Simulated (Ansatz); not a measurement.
# CH₃BFNO: one species, many methods

How much do the methods differ for CH₃BFNO? The plan is to run it at one geometry with functionals of several rungs and with coupled cluster, and see how far each lands from CCSD(T) at the basis-set limit for the atomisation energy.

Computed with Ansatz 0.2.0, Gaussian basis. Level: functionals in def2-TZVPP, the program's frozen cores in correlated methods.

Levels to be run: LDA (SPW92), PBE-D4, revPBE-D4, BLYP-D4, r2SCAN-D4, B97M-V, PBE0-D4, B3LYP-D4, r2SCANh-D4, r2SCAN0-D4, HSE06-D4, BHLYP-D4, CAM-B3LYP-D4, LC-ωPBE, ωB97X-V, ωB97M-V, B2PLYP, PBE-QIDH; CCSD(T)/def2-SVP; CCSD(T)/def2-TZVPP; MP2/def2-QZVPP; extrapolation to the limit; RPA on PBE.

### Step 1. The geometry

The geometry comes from an earlier relaxation with PBE0-D4 in a triple-zeta def2 set; it is a stationary point, not always the lowest conformer.

SMILES `OC1(F)BN1`, 8 atoms, charge 0, spin multiplicity 1.

Atoms are counted from 1 here; the program's logs count them from 0.

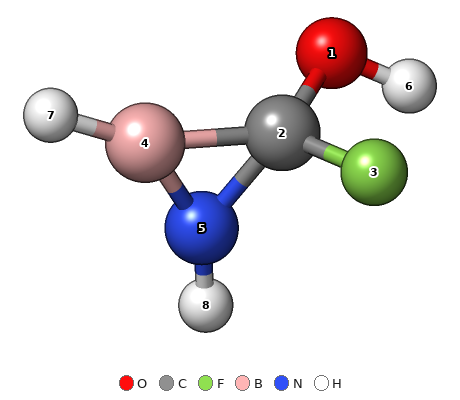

The geometry (oxygen red, carbon grey, fluorine green, boron pink, nitrogen blue, hydrogen white); atoms are numbered from 1 in the order of the file.

### Step 2. LDA

This LDA is Slater exchange with PW92 correlation.

The input, in.yaml:

```yaml
crystal:
  periodic: [false, false, false]
  atoms:
    - {symbol: O, position_ang: [0.033888, 1.390710, 0.753994]}
    - {symbol: C, position_ang: [0.378583, 0.245219, 0.095235]}
    - {symbol: F, position_ang: [1.509268, 0.489522, -0.658085]}
    - {symbol: B, position_ang: [-0.057012, -1.180217, 0.478477]}
    - {symbol: N, position_ang: [-0.602151, -0.523370, -0.582662]}
    - {symbol: H, position_ang: [0.121475, 2.134061, 0.144941]}
    - {symbol: H, position_ang: [-0.076632, -2.192089, 1.088801]}
    - {symbol: H, position_ang: [-1.215316, -0.420835, -1.376402]}
basis:
  gaussian: {orbitals: def2-TZVPP}
hamiltonian: {xc: lda}
output: {orbitals: {seedname: orbitals}}
```

On the command line:

```bash
> ansatz run in.yaml --threads 2 --pin off --events-out ev --progress --plain --max-ram 4352MiB
```

The runs that follow: PBE-D4 (GGA); revPBE-D4 (GGA); BLYP-D4 (GGA); r2SCAN-D4 (meta-GGA); B97M-V (meta-GGA); B3LYP-D4 (hybrid); r2SCANh-D4 (hybrid); r2SCAN0-D4 (hybrid); HSE06-D4 (hybrid); BHLYP-D4 (hybrid); CAM-B3LYP-D4 (range-separated); LC-ωPBE (range-separated); ωB97X-V (range-separated); ωB97M-V (range-separated); B2PLYP (double hybrid); PBE-QIDH (double hybrid); CCSD(T) in def2-SVP; CCSD(T) in def2-TZVPP; MP2 in def2-QZVPP; RPA on PBE orbitals.

**Question.** What will the summary of the whole plan be? Wanted: atomisation energy, CCSD(T)/CBS; farthest beyond LDA; mean size of error, GGA; mean size of error, meta-GGA; mean size of error, hybrid; mean size of error, range-separated; mean size of error, double hybrid; gap, smallest and largest; T1 diagnostic.

The runs gave:

```
                               quantity                                      value
        atomisation energy, CCSD(T)/CBS                              3105.4 kJ/mol
 functionals within 15.5 kJ/mol (0.5 %)               r2SCANh-D4, B2PLYP, PBE-QIDH
                    farthest beyond LDA                     PBE-D4 (+163.0 kJ/mol)
                mean size of error, GGA                                86.4 kJ/mol
           mean size of error, meta-GGA                                27.4 kJ/mol
             mean size of error, hybrid                                51.9 kJ/mol
    mean size of error, range-separated                                42.9 kJ/mol
      mean size of error, double hybrid                                10.8 kJ/mol
              gap, smallest and largest  4.96 eV (LDA (SPW92)), 12.63 eV (LC-ωPBE)
                          T1 diagnostic                                     0.0134
triples share of the correlation energy                                      3.8 %
```

**Reading.** The LDA atomisation energy is off by 646.3 kJ/mol (21 %): it overbinds. PBE-D4 misses by +163.0 kJ/mol. Double hybrids carry the basis error of their MP2 part in triple zeta, and no dispersion term here, so their miss is partly the set-up's. By mean error the best rung here is double hybrid (10.8 kJ/mol) and the worst beyond LDA is GGA (86.4 kJ/mol). The reference freezes the cores and leaves out relativity and excitations past (T), so misses under about 15.5 kJ/mol can't be ranked. Hartree-Fock recovers 67 % of the binding; the rest is correlation. CCSD(T) in def2-SVP is off by -173.2 kJ/mol, worse than the median functional, from the basis alone. Orbital gaps span 5.0 to 12.6 eV; exact exchange widens them.
